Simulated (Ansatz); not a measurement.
F3H3OZr

```xyz
8

Zr   -0.6593   -0.2522   -0.5639
O     1.1362    0.0784    0.9475
F     0.0477   -1.9925   -0.8441
F    -1.5064    0.1442    1.1154
F    -2.0970   -0.0993   -1.7939
H     1.8271    0.6774    0.6489
H     0.4106    1.0736   -1.3268
H     0.8413    0.3704    1.8168
```

The product side of a reaction path; geometry: PBE0-D4/def2-TZVP; a saddle point, not a minimum; core potentials replace the inner electrons of Zr.

Method: Ansatz 0.2.0, RKS PBE0-D4/def2-TZVPP.

Q: What can the converged electron density and electron localisation function tell about the bonding?

A: Zr–F (1.90 Å): ρ at the midpoint is about 0.99 e/Å³; the ELF peaks at about 0.85 in the valence shell of F, 0.5 Å from its nucleus, and drops to about 0.25 between the two atoms.
Zr–O (2.37 Å): the density is about 0.33 e/Å³ at the midpoint; the ELF is about 0.10 at the midpoint.

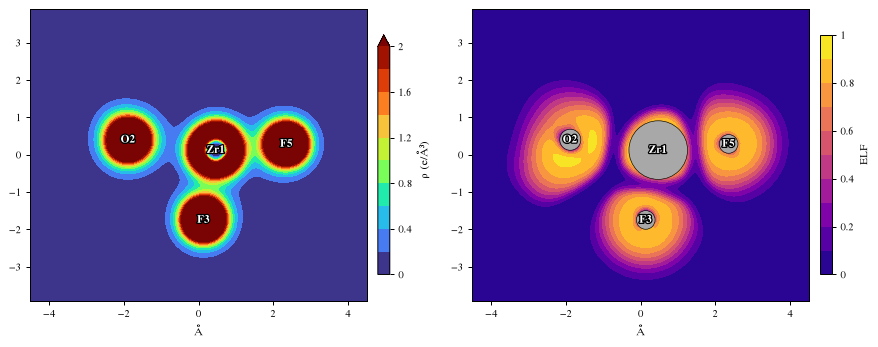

Computed electron density and electron localisation function on the plane of atoms O2, Zr1 and F3, in this order. Grey discs cover the atomic cores in the ELF map. 
